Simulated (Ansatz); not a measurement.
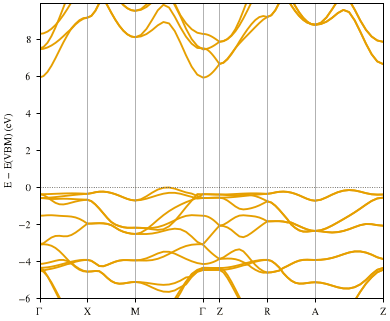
*Band structure from plane-wave PAW r²SCAN (Ansatz code)*

Task: Read off the gap and where the band edges lie.

Result: About 5.9 eV (5.93 eV by a search for the band edges); maximum on the M–Γ line, 47 % of the way from M, minimum at Γ.

The material is SiO2 in space group P4_2/nmc (No. 137; Si on 2a, O on 4d).

A made-up cell: these elements were put on the sites of a structure type; neither database checked (COD, Materials Project) lists it. It is not the phase usual at ambient conditions (space group No. 92, 152, 154). The r²SCAN relaxation kept the symmetry of its start; whether a distortion lowers the energy is not shown.

Potentials: the later of the program's two PAW sets.
